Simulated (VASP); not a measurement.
Band structure of BaO (rock salt). Computed with LDA (Ceperley-Alder, Perdew-Zunger), VASP's LDA PAW potentials (set 64) (plane waves; VASP).

Unless said otherwise, spin-orbit coupling is left out, though it shifts the bands of the heavy elements here.

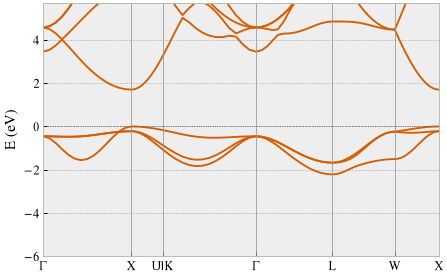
Figure. Bands along high-symmetry lines, zero at the valence-band maximum or, without a gap, the Fermi level

**Question.** Read the plot: is there a gap, and where are the band edges?

**Answer.** The gap is direct, 1.70 eV, from the valence maximum at X to the conduction minimum at X. (Edges off the drawn lines would not show.)

Measured: gap 4.40 eV (computed value off by -2.70 eV), as given by Abedi et al., (2022), arXiv:2211.14644.

The compound is BaO in the rock salt structure. It was relaxed first.
